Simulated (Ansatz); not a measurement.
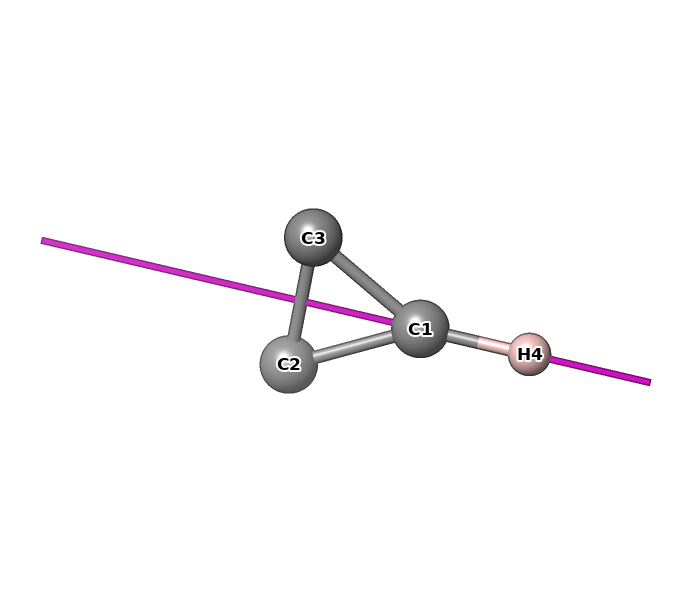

A line through the centre of mass is drawn in. Depth is shown by fading: the farther an atom, the more it takes the colour of the background. State: neutral, doublet. The computed structure is the end point of a PBE0-D4/def2-TZVP optimisation. No frequency run is at hand to confirm it as a minimum.

### Is the line a proper rotation axis of the structure, and of what order?

Yes, a C2 axis. A turn by 180° leaves C1, H4 in place and moves C2 ↔ C3. The point group is C2v.
